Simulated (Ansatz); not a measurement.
## BaLiCl3 (built on the sites of a database entry of BaLiF3): phonons and vibrational spectra: linear response at the zone centre

Ansatz 0.2.0; DFT PBEsol, scalar-relativistic, plane waves, PAW.

The cell comes from relaxations at this level that are not shown. The zone centre comes first: it holds the modes that light can see, as far as symmetry allows. The response to a homogeneous field gives the Born charges and the dielectric tensor, and its change with displacement the Raman tensors.

The structure was built from a prototype and need not be the compound's stable phase.

Input file input.yaml:

```yaml
crystal:
  lattice:
    - [4.7920317519, 0.0, 0.0]
    - [0.0, 4.7920317519, 0.0]
    - [0.0, 0.0, 4.7920317519]
  atoms:
    - { symbol: Ba, position: [0.0, 0.0, 0.0] }
    - { symbol: Li, position: [0.5, 0.5, 0.5] }
    - { symbol: Cl, position: [0.0, 0.5, 0.5] }
    - { symbol: Cl, position: [0.5, 0.5, 0.0] }
    - { symbol: Cl, position: [0.5, 0.0, 0.5] }
kpoints:
  mp_grid: { grid: [4, 4, 4] }
hamiltonian:
  xc: pbesol
scf:
  occupations: { method: fixed }
output:
  eigenvalues: true
phonons:
  method: dfpt
  dielectric: true
  rigid_motions: translations
  raman: true
```

The run is started by

```bash
> ansatz run input.yaml --threads 4 --pin off --max-ram 7168MiB --backend cpu --events-out ev --progress --plain --runs-dir out
```

**Question.** What does this run give for the Born charge?

Neutrality makes the Born charges add up to zero. The most electronegative element, Cl, alone carries negative charge. Symmetry leaves 3 kinds of site among the 5 atoms, and equivalent atoms share their principal values.

A gap read on the k-mesh alone can miss the band edges.

Numbers from this step:

```yaml
gap_on_the_k_mesh: 4.149 eV
volume_per_atom: 22.01 Å³
sum_rule_residual_before_enforcement: 2.14e-4 eV/Å²
miss_of_the_charge_sum_rule: 3.58e-4 e
estimated_error_of_the_dielectric_tensor: 0.008341
estimated_error_of_the_born_charges: 0.01065 e
highest_optical_mode_at_the_zone_centre_no_lo_to_term: 339.7 cm⁻¹
lowest_optical_zone_centre_mode: 38.65 cm⁻¹
mean_high_frequency_dielectric_constant: 3.554
largest_born_charge_third_of_the_trace: 2.915 e
mean_static_dielectric_constant: 50.04
top_of_the_zone_centre_spectrum_with_the_field: 381.3 cm⁻¹
```

Without the LO-TO term. Patterns of degenerate modes are one choice out of their space. Modes at Γ, with each element's share of the kinetic energy:

```tsv
mode	frequency (cm⁻¹)	symmetry	Ba %	Li %	Cl %
1	0.0	acoustic	55	3	42
2	0.0	acoustic	55	3	42
3	0.0	acoustic	55	3	42
4	38.6	T1u	45	2	53
5	38.6	T1u	45	2	53
6	38.6	T1u	45	2	53
7	91.0	T2u	0	0	100
8	91.0	T2u	0	0	100
9	91.0	T2u	0	0	100
10	183.3	T1u	0	18	81
11	183.3	T1u	0	18	81
12	183.3	T1u	0	18	81
13	339.7	T1u	0	77	23
14	339.7	T1u	0	77	23
15	339.7	T1u	0	77	23
```

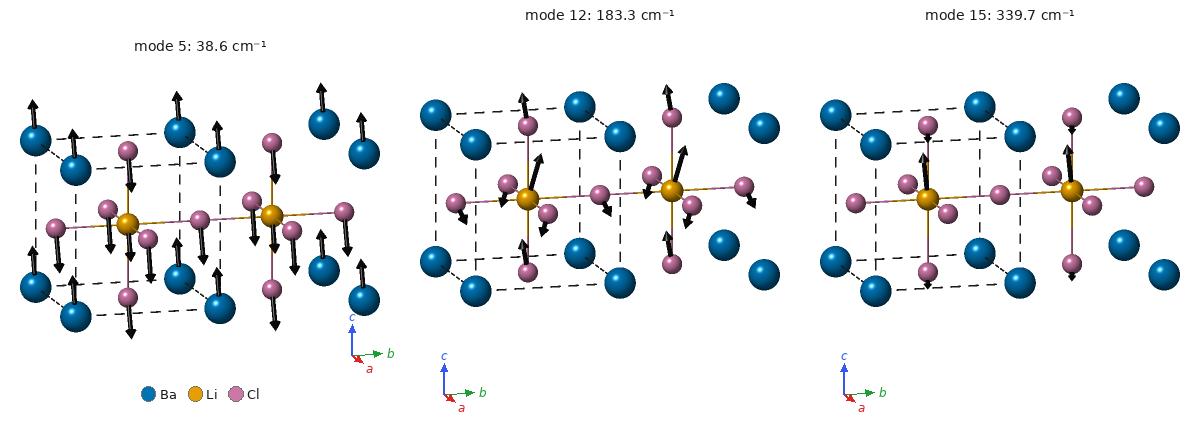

Displacement patterns of modes 5, 12 and 15 at Γ; arrows are exaggerated. 1×2×1 cells are drawn. Some periodic images of atoms are drawn too.

Optical modes at the zone centre, without and with the macroscopic field of the longitudinal modes; each column is sorted by frequency, so a row need not hold one and the same mode. Modes with and without the field, by row:

```tsv
rank among optical modes	no field (cm⁻¹)	q along (1, 0, 0) (cm⁻¹)
1	38.6	38.6
2	38.6	38.6
3	38.6	91
4	91	91
5	91	91
6	91	116.8
7	183.3	183.3
8	183.3	183.3
9	183.3	202.8
10	339.7	339.7
11	339.7	339.7
12	339.7	381.3
```

Born charge (rows field, columns displacement) (e), principal values of the symmetric part by kind of site:

```tsv
atom	atoms with these values	low	middle	high	mean
Ba1	1	2.91	2.91	2.91	2.91
Li2	1	1.12	1.12	1.12	1.12
Cl3	3	-1.40	-1.40	-1.23	-1.34
```

In full for Ba1:

```
2.91 0.00 0.00
0.00 2.91 0.00
0.00 0.00 2.91
```

High-frequency dielectric tensor:

```
3.55 0.00 0.00
0.00 3.55 0.00
0.00 0.00 3.55
```

Static dielectric tensor (ions relaxed, fixed cell):

```
50.04  0.00  0.00
 0.00 50.04  0.00
 0.00  0.00 50.04
```

Transverse modes. Lines of the infrared spectrum (strongest = 100):

```tsv
position (cm⁻¹)	label	relative intensity
39	T1u	78
91	T2u	0.0
183	T1u	26
340	T1u	100
```

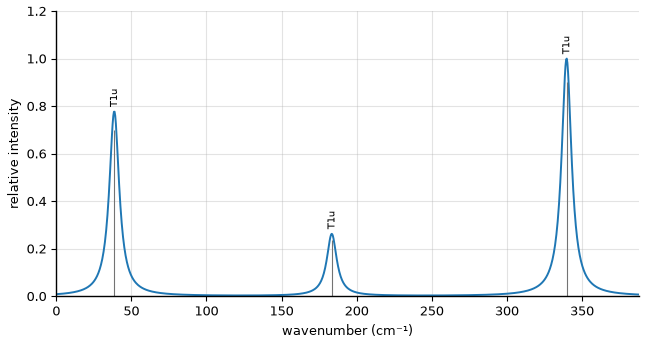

The infrared spectrum, broadened with Lorentzians of width 8 cm⁻¹; bars mark the lines.

[Logs are printed without paths, hosts, clocks, repeated set-up lines and the standing remarks that a program may print on its own settings, such as how far it seeks lower states.]

[Hosts, paths, dates, database ids (printed as entryN), source tags and the programs' standing remarks are cut or masked in the printed files.]
